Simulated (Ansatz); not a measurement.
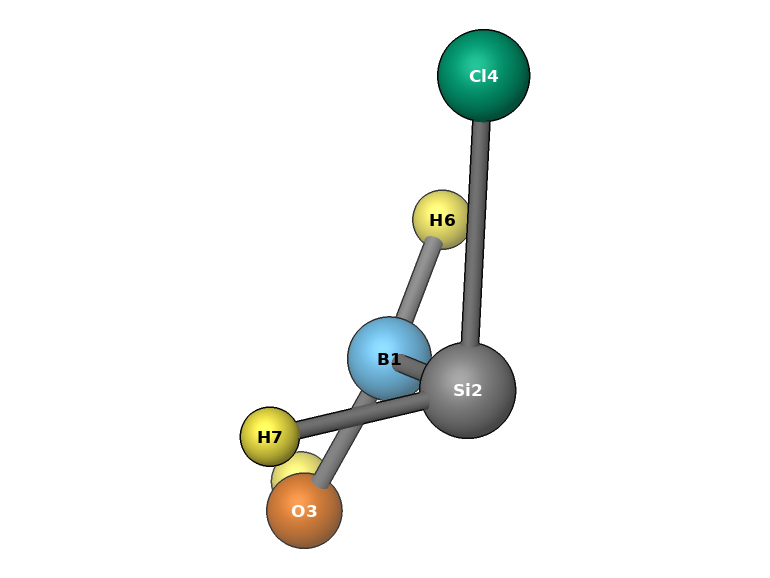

B1 lies behind Si2. The molecule seen a little off the Si2–B1 bond, Si2 in front. Atoms fade into the background with distance from the viewer. State: charge −1, singlet. Computed geometry: PBE-D4/def2-SVPD optimisation. No frequency run is at hand to confirm it as a minimum.

**What is the torsion angle Cl4–Si2–B1–O3? The sign is positive where the front bond must turn clockwise to cover the back bond.**

−160°, antiperiplanar (anti).
